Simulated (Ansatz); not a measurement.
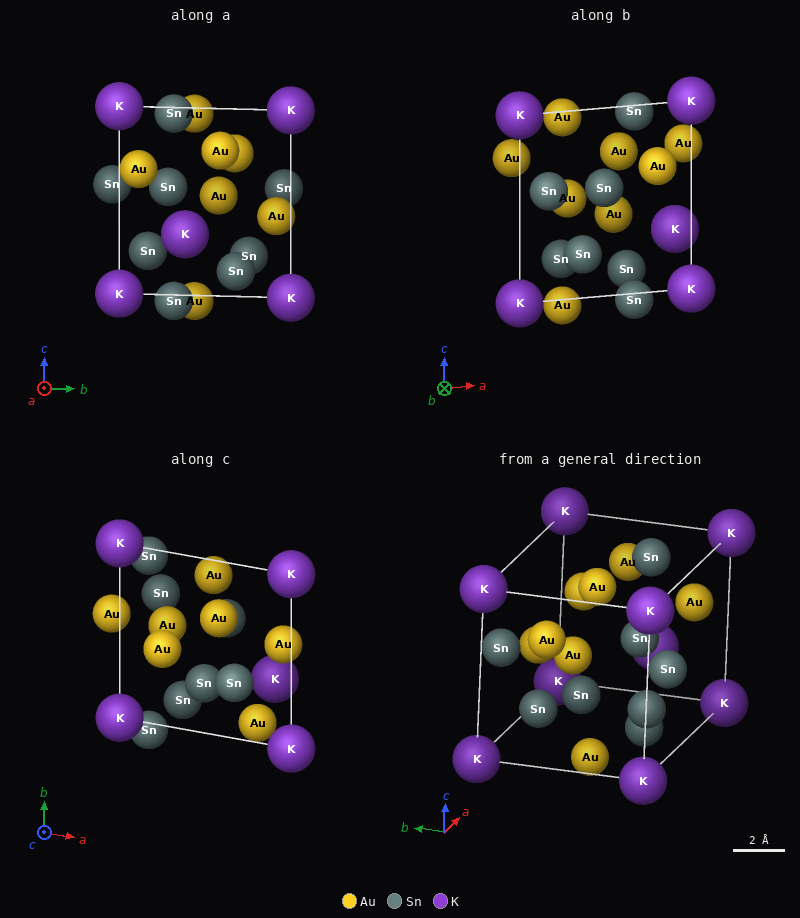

The crystal in a spheres-only representation, seen along the a axis, along the b axis, along the c axis and from a general direction. The simulation cell is drawn as a box.

Size of the cell: a = 6.970 Å, b = 6.944 Å, c = 7.490 Å, α = 92.30°, β = 84.75°, γ = 100.36°.

Question: What composition does the cell have?

Answer: KSn₃Au₃. The cell holds 2 K, 6 Sn, 6 Au, counting shared atoms by their share.

Question: Can this be described as an ordered crystal structure?

Answer: No. The atoms show no order inside the cell (space group P1); it is a periodic model of a disordered solid.

What is drawn is a made-up disordered cell; it hasn't been relaxed. It went into a calculation with Ansatz.

At this level of theory the cell isn't at rest (forces up to 1.7 eV/Å), so its distances can differ from those at equilibrium, the more so the softer the solid.
